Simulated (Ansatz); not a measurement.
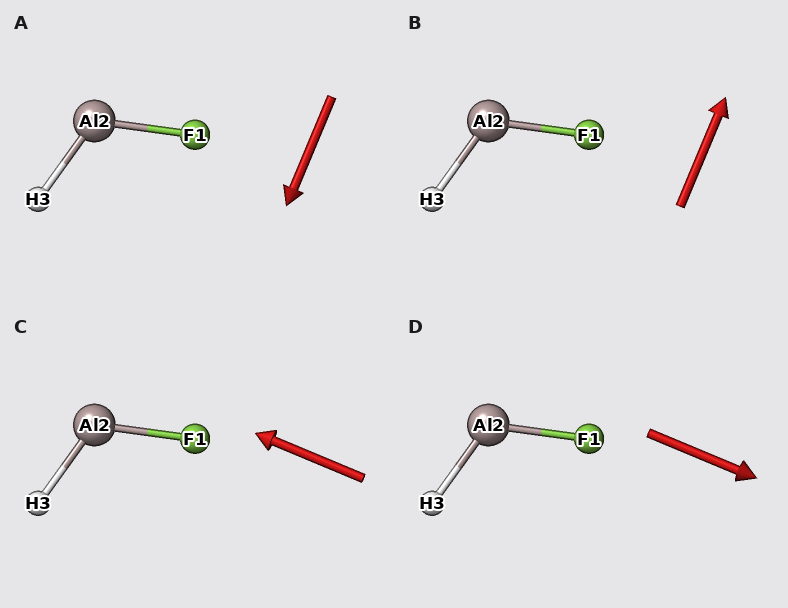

The same molecule four times, each with an arrow. The species is neutral and a spin doublet. The geometry was computed by an optimisation with PBE-D4/def2-SVP. No frequency run is at hand to confirm it as a minimum. Properties computed with UKS PBE-D4/def2-SVP (Ansatz 0.2.0).

Which arrow points along the dipole moment, from the negative to the positive end?

Answer. C. The dipole moment is 1.42 D; it points from the side of F1 to the side of H3 (the outermost atoms at the two ends).
